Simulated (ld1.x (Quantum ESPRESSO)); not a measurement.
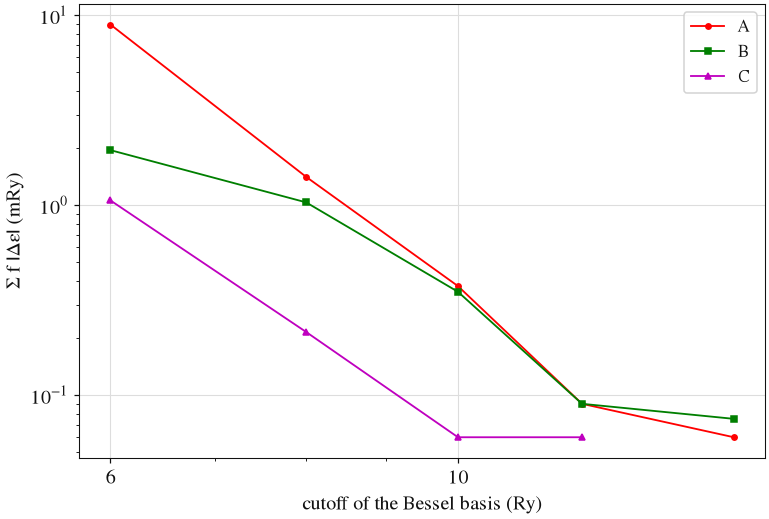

The occupation-weighted error of the valence levels in a spherical-Bessel basis for 3 variants of one potential.

Base settings:

Calcium (Ca), norm-conserving Troullier–Martins (Kleinman–Bylander form), made with ld1.x (Quantum ESPRESSO) 7.5 (LDA (PZ), scalar-relativistic). Core [Ar], reference 3d0 4s1.5 4p0.5. Waves: 4s (bound): rc 3.20 bohr; 3d (bound, empty): rc 2.85 bohr; 4p (bound): rc 3.95 bohr. Local part: the p channel. Core correction: none.

Q: Match the curves to these variants:
1. base
2. all radii scaled by 1.23 (s 3.94, p 4.86, d 3.52 bohr)
3. local potential the d channel

A: A = 3, B = 1, C = 2.

Q: What did the other tests of these runs give?

A: A: loose cutoff 6 Ry or less; bound ghosts s, p; 1 of 9 tests not solved. B: loose cutoff 6 Ry or less; bound ghosts none; largest test error +971 meV. C: loose cutoff 6 Ry or less; bound ghosts none; 1 of 9 tests not solved. The loose cutoff is the first of the cutoffs, on a coarse ladder, from which the occupation-weighted sum of valence levels, in a spherical-Bessel basis at the reference potential, stays within 10 and 1 mRy of its value at 400 Ry.
